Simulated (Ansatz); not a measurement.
**Run report: CH5NOSi, single-point calculation**

System: CH5NOSi, SMILES OC1N[SiH2]1.
Method: RKS revPBE-D4/def2-TZVPP (Ansatz 0.2.0).

The geometry comes from this level: PBE0-D4/def2-TZVP.

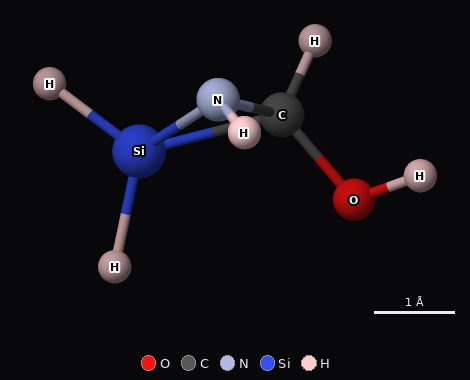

Figure 1. The input geometry (ball-and-stick view, seen on its broad side).

Input:
```yaml
crystal:
  periodic: [false, false, false]
  atoms:
    - {symbol: O, position_ang: [-1.037053, 0.513070, -1.193253]}
    - {symbol: C, position_ang: [-0.377726, 0.584351, 0.036672]}
    - {symbol: N, position_ang: [1.058454, 0.271180, 0.059625]}
    - {symbol: Si, position_ang: [0.171338, -1.025156, 0.755542]}
    - {symbol: H, position_ang: [-0.941754, 1.360317, -1.639350]}
    - {symbol: H, position_ang: [-0.638305, 1.474848, 0.610098]}
    - {symbol: H, position_ang: [1.578532, 0.325025, -0.803558]}
    - {symbol: H, position_ang: [-0.150648, -2.238619, -0.028042]}
    - {symbol: H, position_ang: [0.425762, -1.311415, 2.185165]}
basis:
  gaussian: {orbitals: def2-TZVPP}
hamiltonian: {xc: {name: revPBE}, dispersion: d4}
output: {orbitals: {seedname: orbitals}}
```

Machine: 2 threads of Arm Neoverse V1, 23 GiB of memory available, shared host.

Command:
```bash
ansatz run in.yaml --threads 2 --pin off --events-out ev --progress --plain --max-ram 4352MiB
```

The program's output:
```
Functional definition: revPBE
  name "revPBE"
  cite "Zhang & Yang, Phys. Rev. Lett. 80, 890 (1998) doi:10.1103/PhysRevLett.80.890"
  cite "Perdew, Burke & Ernzerhof, Phys. Rev. Lett. 77, 3865 (1996) doi:10.1103/PhysRevLett.77.3865"
  parameter kappa = 1.245
  parameter beta = 0.06672455060314922
  exchange = pbe_x(kappa = kappa, mu = beta*pi^2/3)
  correlation = pbe_c(beta = beta)
1069 factors; their error is unknown
mean field evaluation 1: about -12518.2143 eV, gradient 7.9e1 eV
mean field evaluation 2: about -12448.8286 eV, gradient 1.7e2 eV
mean field evaluation 4: about -12530.2031 eV, gradient 1.9e1 eV
mean field evaluation 8: about -12531.0098 eV, gradient 1.8e-1 eV
mean field evaluation 16: about -12530.9831 eV, gradient 1.3e-4 eV
mean field -12530.98307073 eV, -460.5051340439 hartree, gradient 3.9e-5 eV, S^2 0.000000; 0 other end points of the search recorded, 0 dependent functions left out
reference -12530.98311961 eV, -460.5051358403 hartree; 20, 20 occupied and 185, 185 virtual orbitals, 1069 factors
Total energy: -12531.52124962 eV, -460.5249117535 hartree
```

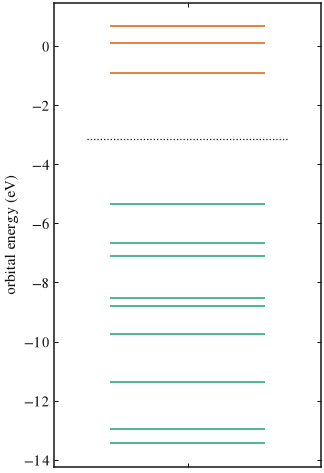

Figure 2. Orbital energies near the frontier; the dotted line parts filled from empty levels, and levels within 0.02 eV of each other stand side by side. Highest filled −5.36 eV, lowest empty −0.91 eV, 4.45 eV apart.

Results in brief:

| quantity | value |
| --- | --- |
| outcome | converged |
| total energy | −12531.5212 eV |
| mean-field energy | −12530.9831 eV |
| dispersion energy | −0.5381 eV |
| SCF solution under orbital rotations | stable |
| HOMO | −5.36 eV |
| LUMO | −0.91 eV |
| wall time | 2.7 s (CPU time 5.2 s) |
| peak memory | 0.22 GiB |
